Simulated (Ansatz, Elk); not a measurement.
# Bonding as seen by X-rays: BeRu

The structure of BeRu used here is made up (a known structure type with other elements) and was relaxed beforehand with PBE. The aim is the Fourier transform of its all-electron density, F(hkl), set beside the sum over free spherical atoms that refinements use.

Method: DFT, PBE, all-electron APW+lo, Dirac cores, scalar-relativistic bands, static density, no spin, in Elk 11.2.3 (patched build).

The structure was built from a prototype and need not be the compound's stable phase.

## Step 1: The structure

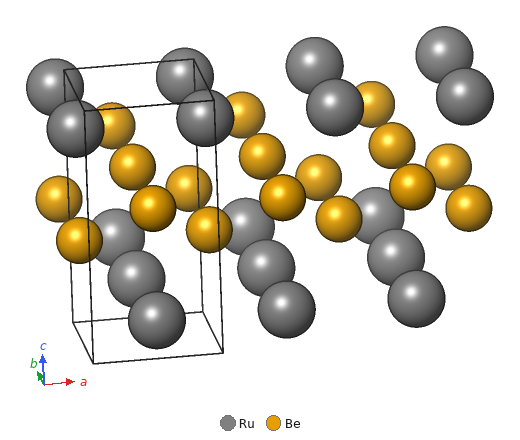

The cell as given, slightly off an axis (ruthenium grey, beryllium orange). 3×2×1 cells are drawn. Some periodic images of atoms are drawn too.

## Step 2: Ground state and structure factors

An all-electron density is needed, since X-rays see the cores too. Task 0 finds the density and task 195 Fourier-transforms it; tshift is off so that phases refer to the origin typed.

elk.in reads:

```
tasks
  0
  195

xctype
  20

spinpol
  .false.

rgkmax
  7.0

gmaxvr
  14.0

lmaxo
  7

lmaxapw
  8

swidth
  0.002

tshift
  .false.

ramdisk
  .false.

hmaxvr
  5.5

maxscl
  120

epspot
  1e-06

sppath
  './'

avec
  5.24673342650 -0.00000000000 0.00000000000
  -0.00000000000 5.24673342650 0.00000000000
  0.00000000000 0.00000000000 10.66873775139

atoms
  2
  'Ru.in'
  2
  0.5000000000 -0.0000000000 0.1516289518   0.000000 0.000000 0.000000
  -0.0000000000 0.5000000000 0.8483710482   0.000000 0.000000 0.000000
  'Be.in'
  2
  0.5000000000 -0.0000000000 0.5936146680   0.000000 0.000000 0.000000
  0.0000000000 0.5000000000 0.4063853320   0.000000 0.000000 0.000000

ngridk
  8 8 4
```

The run is started by

```sh
$ OMP_NUM_THREADS=4 elk
```

Numbers of over 12 decimals in the logs are rounded to 6 here.

Output:

```text
┌─────────────────────────┐
│ Elk code version 11.2.3 │
└─────────────────────────┘

All units are atomic (Hartree, Bohr, etc.)

┌─────────────────────────────────────────────────┐
│ Ground-state run starting from atomic densities │
└─────────────────────────────────────────────────┘

Lattice vectors :
   5.246733426      -0.000000000       0.000000000
  -0.000000000       5.246733426       0.000000000
   0.000000000       0.000000000       10.66873775

Reciprocal lattice vectors :
   1.197542318       0.000000000      -0.000000000
   0.000000000       1.197542318      -0.000000000
  -0.000000000      -0.000000000      0.5889342726

Unit cell volume      :    293.6912708
Brillouin zone volume :   0.8445951176

Muffin-tin inner radius fraction :   0.1000000000E-01

Nuclei treated as point charges

Species : 1 (Ru)
 parameters loaded from : Ru.in
 name : ruthenium
 nuclear charge    :   -44.00000000
 electronic charge :    44.00000000
 atomic mass :    184239.3393
 muffin-tin radius :    2.436289468
 number of radial points in muffin-tin :   1193
 inner part over the whole radius :   0.9885353329E-02
 number on inner part of muffin-tin    :    847
 approximate nuclear radius :   0.8462081736E-04
 number of mesh points to nuclear radius :    423
 atomic positions (lattice), magnetic fields (Cartesian) :
  1 :   0.50000000  0.00000000  0.15162895    0.00000000  0.00000000  0.00000000
  2 :   0.00000000  0.50000000 -0.15162895    0.00000000  0.00000000  0.00000000

Species : 2 (Be)
 parameters loaded from : Be.in
 name : beryllium
 nuclear charge    :   -4.000000000
 electronic charge :    4.000000000
 atomic mass :    16428.20280
 muffin-tin radius :    1.800000000
 number of radial points in muffin-tin :    593
 inner part over the whole radius :   0.9826427374E-02
 number on inner part of muffin-tin    :    403
 approximate nuclear radius :   0.4290726161E-04
 number of mesh points to nuclear radius :    156
 atomic positions (lattice), magnetic fields (Cartesian) :
  1 :   0.50000000  0.00000000 -0.40638533    0.00000000  0.00000000  0.00000000
  2 :   0.00000000  0.50000000  0.40638533    0.00000000  0.00000000  0.00000000

Total number of atoms per unit cell :    4
Total muffin-tin volume :    170.0029859
 ratio of muffin-tin to unit cell volume :   0.5788492980

Spin treatment :
 spin-unpolarised

Number of Bravais lattice symmetries :   16
Number of crystal symmetries         :   16
Crystal has no inversion symmetry
Complex Hermitian eigensolver will be used

k-point grid :      8     8     4
k-point offset :    0.000000000       0.000000000       0.000000000
k-point set is reduced with full crystal symmetry group
Total number of k-points :       45

Muffin-tin radius times maximum |G+k| :    7.000000000
 using average radius
Maximum |G+k| for APW functions       :    3.304778888
Maximum (1/2)|G+k|²                   :    5.460781751
Maximum |G| for potential and density :    14.00000000
Constant for pseudocharge density :    9
 order of it for each species :   16  16
 order of it for pair densities of each species (exact exchange by exxq0 0: 17) :   13   5
Radial integration step length :    1

G-vector grid sizes :     24    24    48
Number of G-vectors :    13619

Maximum angular momentum used for
 APW functions            :    8
 outer part of muffin-tin :    7
 inner part of muffin-tin :    2

Total nuclear charge    :   -96.00000000
Total core charge       :    60.00000000
Total valence charge    :    36.00000000
Total excess charge     :    0.000000000
Total electronic charge :    96.00000000

Effective Wigner radius, rₛ :   0.9005553253

Number of empty states         :     16
Total number of valence states :     35
Total number of core states    :     60

Third-order local-orbitals added for an l without core states : T
Total number of local-orbitals :     50

Exchange-correlation functional :     20     0     0
 Perdew-Burke-Ernzerhof, Phys. Rev. Lett. 77, 3865 (1996)
 gradient requirement :    1
[...]
xc potential                :     -318.98878326681
 exchange                    :     -267.46494977083
 correlation                 :     -4.960381
 electron entropic           :    -0.36469057115178E-03
 total energy                :     -9094.7566733876

Density of states at Fermi energy :    24.69147069
 (states/Hartree/unit cell)

Estimated indirect band gap :   0.5789703393E-02
 from k-point 7 to k-point 21
Estimated direct band gap   :   0.8866174099E-02
 at k-point 21

Charges :
 core                        :    60.00000000
 valence                     :    36.00000000
 interstitial                :    5.920245941
 muffin-tins (core leakage)
  species : 1 (Ru)
   atom 1                    :    41.92407649     ( -0.1697981844E-06)
   atom 2                    :    41.92407649     ( -0.1697981844E-06)
  species : 2 (Be)
[...]
total in muffin-tins        :    90.07975406
 total calculated charge     :    95.99667873
 total charge                :    96.00000000
 error                       :   0.3321270070E-02

RMS change in Kohn-Sham potential (target) :    4.950405580     (  0.1000000000E-05)
Absolute change in total energy (target)   :   0.9135069228     (  0.1000000000E-03)

[... loops 3 to 17 left out ...]

┌──────────────────┐
│ Loop number : 18 │
└──────────────────┘

Energies :
 Fermi                       :     0.389224
 sum of occupied eigenvalues :     -5414.5208615484
 electron kinetic            :      9459.3523070435
 core electron kinetic       :      9195.6031318362
 Coulomb                     :     -18279.093087521
 Coulomb potential           :     -14517.290589857
 nuclear-nuclear             :     -991.47639146454
 electron-nuclear            :     -20087.276081082
 Hartree                     :      2799.6593850260
 Madelung                    :     -11020.447792592
 xc potential                :     -356.58257873461
 exchange                    :     -268.58553044199
 correlation                 :     -4.961984
 electron entropic           :    -0.67690824032855E-03
 total energy                :     -9093.2889715335

Density of states at Fermi energy :    49.94182619
 (states/Hartree/unit cell)

Estimated indirect band gap :   0.1919262036E-03
 from k-point 4 to k-point 3
Estimated direct band gap   :   0.1435491166E-01
 at k-point 40

Charges :
 core                        :    60.00000000
 valence                     :    36.00000000
 interstitial                :    5.077456654
 muffin-tins (core leakage)
  species : 1 (Ru)
[...]
species : 2 (Be)
[...]
total in muffin-tins        :    90.92254335
 total calculated charge     :    95.99658038
 total charge                :    96.00000000
 error                       :   0.3419622436E-02

RMS change in Kohn-Sham potential (target) :   0.4937874392E-06 (  0.1000000000E-05)
Absolute change in total energy (target)   :   0.2409906301E-06 (  0.1000000000E-03)

Convergence targets achieved

┌──────────────────┐
│ Loop number : 19 │
└──────────────────┘

Energies :
 Fermi                       :     0.389224
 sum of occupied eigenvalues :     -5414.5208595417
 electron kinetic            :      9459.3523073770
 core electron kinetic       :      9195.6031359325
 Coulomb                     :     -18279.093083754
 Coulomb potential           :     -14517.290601665
 nuclear-nuclear             :     -991.47639146454
 electron-nuclear            :     -20087.276061428
 Hartree                     :      2799.6593691381
 Madelung                    :     -11020.447782921
 xc potential                :     -356.58256525351
 exchange                    :     -268.58553006757
 correlation                 :     -4.961984
 electron entropic           :    -0.67690804818146E-03
 total energy                :     -9093.2889670557

Density of states at Fermi energy :    49.94181360
 (states/Hartree/unit cell)

Estimated indirect band gap :   0.1919270178E-03
 from k-point 4 to k-point 3
Estimated direct band gap   :   0.1435491164E-01
 at k-point 40

Charges :
 core                        :    60.00000000
 valence                     :    36.00000000
 interstitial                :    5.077456964
 muffin-tins (core leakage)
  species : 1 (Ru)
[...]
atom 2                    :    42.60771554     ( -0.1799965332E-06)
  species : 2 (Be)
   atom 1                    :    2.853555982     (  0.1161758640E-02)
   atom 2                    :    2.853555982     (  0.1161758640E-02)
 total in muffin-tins        :    90.92254304
 total calculated charge     :    95.99658038
 total charge                :    96.00000000
 error                       :   0.3419622367E-02

┌──────────────────────────────┐
│ Self-consistent loop stopped │
└──────────────────────────────┘

Warning : core states of species 2 leak from the muffin-tin :   0.1161758640E-02

Wrote STATE.OUT
```

The job ended after 20 s (4 threads of Arm Neoverse V2, shared host; peak memory 0.16 GiB; 62 s of CPU time).

SFACRHO.OUT:

```text

h k l indices transformed by vhmat matrix:
   1.000000000       0.000000000       0.000000000    
   0.000000000       1.000000000       0.000000000    
   0.000000000       0.000000000       1.000000000    

      h      k      l  multipl.   |H|            Re(F)            Im(F)           |F|

      0      0      0      1   0.0000000       96.000000     -0.74059622E-16   96.000000    
      0      0     -1      2  0.58893427       42.396504     -0.12736829E-15   42.396504    
      0      0     -2      2   1.1778685      -22.028450     -0.40757851E-14   22.028450    
      0     -1      0      4   1.1975423     -0.25473657E-15 -0.21168882E-13  0.21170415E-13
      0      1      1      4   1.3345228      0.19614716E-13   54.368607       54.368607    
     -1      0      1      4   1.3345228      0.33115754E-14  -54.368607       54.368607    
      0      1     -2      4   1.6797267     -0.19232611E-13  -63.770447       63.770447    
      0      1      2      4   1.6797267      0.24072606E-13   63.770447       63.770447    
     -1     -1      0      4   1.6935806      -67.488352     -0.38277690E-13   67.488352    
      0      0      3      2   1.7668028      -59.322117      0.13246302E-13   59.322117    
     -1     -1      1      8   1.7930585      -33.156470     -0.18723138E-13   33.156470    
      1      1      2      8   2.0629080       17.964406     -0.15284194E-13   17.964406    
      0      1      3      4   2.1344085      0.12036303E-13   13.026499       13.026499    
      1      0      3      4   2.1344085     -0.23563133E-14  -13.026499       13.026499    
      0      0     -4      2   2.3557371      -45.427897     -0.81515703E-14   45.427897    
      2      0      0      4   2.3950846       57.813333     -0.32854614E-13   57.813333    
     -1      1      3      8   2.4474083       51.218062     -0.10189463E-13   51.218062    
      0      2     -1      4   2.4664294       28.547047     -0.10571568E-13   28.547047
```

Elk indexes on the primitive cell of elk.in and gives |H| = 4π sin θ/λ in inverse bohr. Below, one row stands for each form hkl of the conventional cell (m members, Friedel mates merged), F is for one primitive cell and the density is static (no thermal factor). Free-atom factors are Waasmaier and Kirfel's, and R is Σm||F|−|F'||/Σm|F|.

```csv
hkl,m,sin θ/λ (Å⁻¹),"abs F, DFT",neutral atoms,diff.,abs of complex diff.
001,2,0.089,42.397,42.581,-0.185,0.185
002,2,0.177,22.028,22.199,-0.170,0.170
100,4,0.180,0.000,0.000,+0.000,0.000
101,8,0.201,54.369,54.846,-0.477,0.477
102,8,0.253,63.770,64.221,-0.450,0.450
110,4,0.255,67.488,67.843,-0.355,0.355
003,2,0.266,59.322,59.888,-0.566,0.566
111,8,0.270,33.157,33.389,-0.233,0.233
112,8,0.310,17.964,18.023,-0.059,0.059
103,8,0.321,13.027,12.930,+0.096,0.096
004,2,0.354,45.428,45.369,+0.059,0.059
200,4,0.360,57.813,57.674,+0.139,0.139
113,8,0.368,51.218,51.128,+0.090,0.090
201,8,0.371,28.547,28.488,+0.059,0.059
104,8,0.397,29.989,29.900,+0.089,0.089
202,8,0.401,15.793,15.713,+0.080,0.080
210,8,0.403,0.000,0.000,+0.000,0.000
211,16,0.412,39.818,39.602,+0.216,0.216
114,8,0.436,40.705,40.533,+0.172,0.172
212,16,0.440,49.023,48.806,+0.217,0.217
005,2,0.443,5.325,5.336,-0.011,0.011
203,8,0.448,46.070,45.861,+0.209,0.209
```

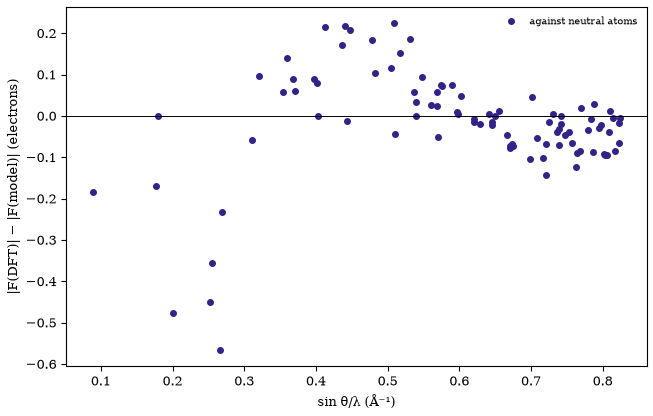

Difference between the calculated structure factors and the independent-atom ones.

## Step 3: The highest occupied states alone

An energy window below the Fermi level keeps the highest occupied states, to see at which angles they scatter; shallow core shells can lie inside it and anion s states outside. No new self-consistency is needed.

elk.in: that of step 2 with these lines changed.

```diff
@@ -1,3 +1,2 @@
 tasks
-  0
   195
@@ -40,2 +39,5 @@
 
+wsfac
+  -0.051770 0.689220
+
 sppath
```

The run is started by

```sh
$ OMP_NUM_THREADS=4 elk
```

Output:

```text
┌─────────────────────────────────┐
│ Elk code version 11.2.3 started │
└─────────────────────────────────┘

Info(readinput): the functional depends on the density's gradient
 muffin-tin radial points multiplied by    2.00000
 (not where nrmtscf is given)

┌────────────────────┐
│ Current task : 195 │
└────────────────────┘
Info(checkmt): changed muffin-tin radius of species 1 (Ru) from   2.6000 to   2.4363

Info(sfacrho): density structure factors written to SFACRHO.OUT

 Energy window :  -0.5177000000E-01  0.6892200000

┌──────────────────┐
│ Elk code stopped │
└──────────────────┘
```

Elapsed: 3.5 s, on 4 threads; peak memory 0.17 GiB; 5 s of CPU time.

States within 12 eV below the Fermi level hold 20.00 electrons; any levels below the window count with the cores. Their amplitudes can exceed the total, where window and core parts have opposite phase:

```
hkl  sin θ/λ (Å⁻¹)  abs F, window  abs F, all
001          0.089          4.904      42.397
002          0.177          1.805      22.028
100          0.180          0.000       0.000
101          0.201          3.836      54.369
102          0.253          2.760      63.770
110          0.255          2.965      67.488
003          0.266          2.210      59.322
111          0.270          1.374      33.157
112          0.310          0.500      17.964
103          0.321          0.554      13.027
```

(Part 1 of 2 ends here.)

[Logs are printed without paths, hosts, clocks, repeated set-up lines and the standing remarks that a program may print on its own settings, such as how far it seeks lower states.]

[Hosts, paths, dates, database ids (printed as entryN), source tags and the programs' standing remarks are cut or masked in the printed files.]
